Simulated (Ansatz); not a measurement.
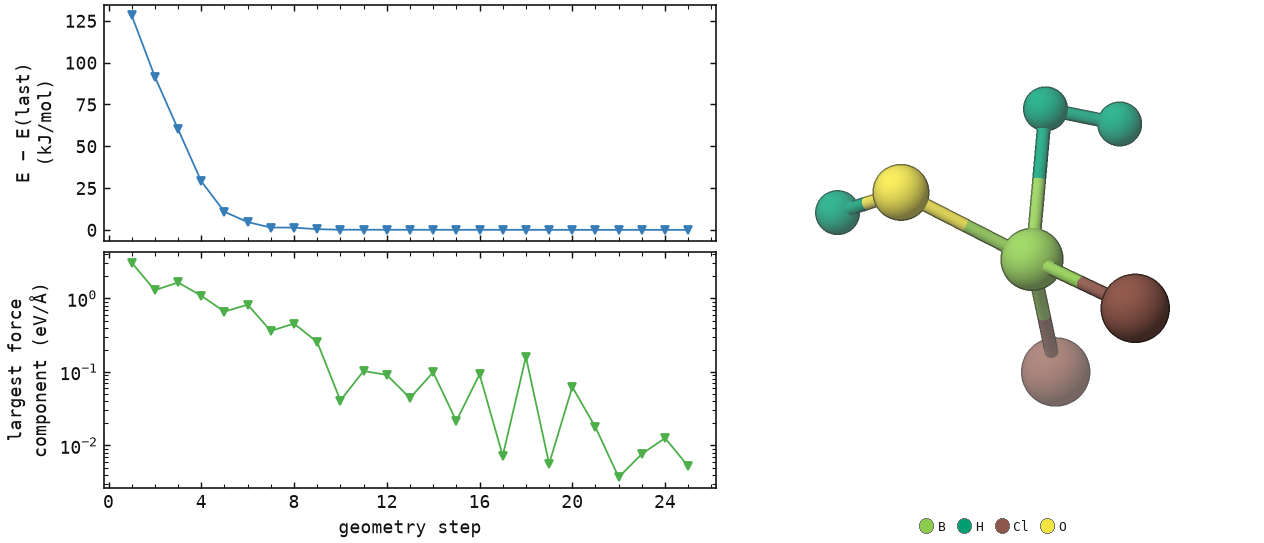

Beside the plot: the molecule at the start.

History of a geometry optimisation. BCl₂H₃O; RKS PBE0-D4/def2-TZVP (Ansatz 0.2.0).

The optimisation met its thresholds at geometry 25, counting the start as the first. The energy fell by about 130 kJ/mol from the first step to the last. The largest force component goes from about 3.1 eV/Å at the start to 5 × 10⁻³ eV/Å at the end.
